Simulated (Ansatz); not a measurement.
# SiH₂ (triplet): trial inputs and their diagnosis at distance Si1–H2 = 1.817 Å

3 inputs are run for SiH₂ (triplet) as typed; the log has to tell whether the result can be used and what must change.

The runs use Ansatz 0.2.0, Gaussian basis; the settings change from run to run.

17 further runs of the same task are left out: 14 that didn't finish, 3 set aside as unsound or not needed.

## 1. The system

The geometry derives from a PBE0/def2-TZVP stationary point (not a proven minimum). One bond is set to the value named and the two fragments are kept rigid.

3 atoms, charge 0, spin multiplicity 3.

Atoms are counted from 1 here; the program's logs count them from 0.

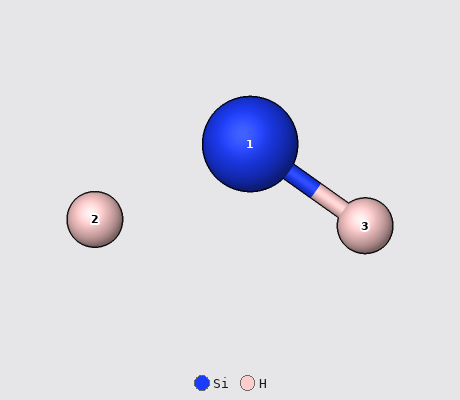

The structure; silicon blue, hydrogen pink; atoms are numbered from 1 in the order of the file.

Geometry (Å):

```
Si    0.00000   -0.05639    0.00953
H     0.00000    0.87001   -1.55356
H     0.00000    0.70126    1.28791
```

## 2. Try 1

The input, in.yaml:

```yaml
crystal:
  periodic: [false, false, false]
  atoms:
    - {symbol: Si, position_ang: [0.000000, -0.056390, 0.009534]}
    - {symbol: H, position_ang: [0.000000, 0.870009, -1.553563]}
    - {symbol: H, position_ang: [0.000000, 0.701262, 1.287908]}
basis:
  gaussian: {orbitals: cc-pVDZ}
magnetization: {spin_polarized: false, initial_magnetization: 2}
correlation: {method: sc_nevpt2, electrons: valence, active_space: {window: {electrons: 4, orbitals: 3}, states: [{multiplicity: 3, weights: [1, 1, 1, 1]}]}}
scf: {lower_state_search: off}
```

Command:

```bash
$ ansatz run in.yaml --threads 1 --pin off --events-out ev --progress --plain --max-ram 2393MiB
```

Standard output:

```text
Functional definition: HF
  name "HF"
  cite "Fock, Z. Phys. 61, 126 (1930) doi:10.1007/BF01340294"
  parent pbe
  exchange = exact_x
  correlation = 0
these checks for a lower state are left out or cut short: stability, starts, cluster_reference, orbital_swaps, neighbouring_geometries, increment
505 factors; integrals over basis functions are off by at most 1.7e-7 eV
mean field evaluation 1: about -7890.2077 eV, gradient 7.0e0 eV
mean field evaluation 2: about -7890.2086 eV, gradient 7.0e0 eV
mean field evaluation 4: about -7890.8606 eV, gradient 7.4e-1 eV
mean field evaluation 8: about -7890.8713 eV, gradient 2.1e-3 eV
mean field -7890.87127223 eV, -289.9841706297 hartree, gradient 3.9e-6 eV, S^2 2.000000; 0 other end points of the search recorded, 0 dependent functions left out
reference -7890.87127223 eV, -289.9841706297 hartree; 9, 7 occupied and 19, 21 virtual orbitals, 505 factors
Error: 4 states are sought, and the space of determinants holds 3 states of this symmetry and spin
```

It took 0.18 s on 1 thread of Arm Neoverse V2, shared host.

What is wrong: The run stopped with an error. It says: «4 states are sought, and the space of determinants holds 3 states of this symmetry and spin». Cure: ask for fewer states or enlarge the space.

## 3. Try 2

The input, in.yaml:

```yaml
crystal:
  periodic: [false, false, false]
  atoms:
    - {symbol: Si, position_ang: [0.000000, -0.056390, 0.009534]}
    - {symbol: H, position_ang: [0.000000, 0.870009, -1.553563]}
    - {symbol: H, position_ang: [0.000000, 0.701262, 1.287908]}
basis:
  gaussian: {orbitals: cc-pVDZ}
magnetization: {spin_polarized: false, initial_magnetization: 2}
correlation: {method: fic_mrcisd_q, electrons: all, active_space: {window: {electrons: 40, orbitals: 30}}}
```

Launched as before.

Standard output:

```text
Functional definition: HF
  name "HF"
  cite "Fock, Z. Phys. 61, 126 (1930) doi:10.1007/BF01340294"
  parent pbe
  exchange = exact_x
  correlation = 0
272 factors; integrals over basis functions are off by at most 1.3e-3 eV
mean field evaluation 1: about -7890.2077 eV, gradient 7.0e0 eV
mean field evaluation 2: about -7890.2086 eV, gradient 7.0e0 eV
mean field evaluation 4: about -7890.8605 eV, gradient 7.4e-1 eV
mean field evaluation 8: about -7890.8713 eV, gradient 2.1e-3 eV
mean field -7890.87125164 eV, -289.9841698732 hartree, gradient 3.9e-6 eV, S^2 2.000000; 0 other end points of the search recorded, 0 dependent functions left out
reference -7890.87125164 eV, -289.9841698732 hartree; 9, 7 occupied and 19, 21 virtual orbitals, 272 factors
Error: 40 electrons in 30 orbitals form no window around the highest filled level of the reference
```

Run time: 0.12 s. Hardware: 1 thread of Arm Neoverse V2, shared host.

**Diagnosis.** The run stopped with an error. The active window can't be built from these electrons and orbitals. Cure: choose counts that fit the spin, the electrons and the basis.

## 4. Try 3

The input, in.yaml:

```yaml
crystal:
  periodic: [false, false, false]
  atoms:
    - {symbol: Si, position_ang: [0.000000, -0.056390, 0.009534]}
    - {symbol: H, position_ang: [0.000000, 0.870009, -1.553563]}
    - {symbol: H, position_ang: [0.000000, 0.701262, 1.287908]}
basis:
  gaussian: {orbitals: "6-31++G**", point_charges: [{charge: 1.00, position_ang: [3.750, -0.847, 0.273]}]}
magnetization: {spin_polarized: false, initial_magnetization: 2}
correlation: {method: fic_mrcisd_q, electrons: valence, active_space: {window: {electrons: 4, orbitals: 4}, states: [{multiplicity: 3, irrep: Sigma, weights: [1]}]}}
```

Launched as before.

Standard output:

```text
Functional definition: HF
  name "HF"
  cite "Fock, Z. Phys. 61, 126 (1930) doi:10.1007/BF01340294"
  parent pbe
  exchange = exact_x
  correlation = 0
537 factors; integrals over basis functions are off by at most 2.6e-7 eV
mean field evaluation 1: about -7889.8752 eV, gradient 7.2e0 eV
mean field evaluation 2: about -7889.8777 eV, gradient 7.2e0 eV
mean field evaluation 4: about -7890.5845 eV, gradient 8.6e-1 eV
mean field evaluation 8: about -7890.5980 eV, gradient 3.1e-3 eV
mean field -7890.59795540 eV, -289.9741264215 hartree, gradient 2.8e-6 eV, S^2 2.000000; 0 other end points of the search recorded, 0 dependent functions left out
reference -7890.59795540 eV, -289.9741264215 hartree; 9, 7 occupied and 26, 28 virtual orbitals, 537 factors
Error: the irrep Sigma is not accepted for these orbitals, which take A, or 1 to 1
```

It took 0.18 s on 1 thread of Arm Neoverse V2, shared host.

What is wrong: The run stopped with an error. The symmetry label isn't in the molecule's group. To mend it, name an irrep that the log lists.

## 5. How the runs ended

```
try                    level                ended                                                                                        cause    time
  1      NEVPT2(4,3)/cc-pVDZ  stopped by an error  4 states are sought, and the space of determinants holds 3 states of this symmetry and spin  0.18 s
  2  MRCISD+Q(40,30)/cc-pVDZ  stopped by an error                           the active window can't be built from these electrons and orbitals  0.12 s
  3  MRCISD+Q(4,4)/6-31++G**  stopped by an error                                             the symmetry label isn't in the molecule's group  0.18 s
```

3 stopped by an error.
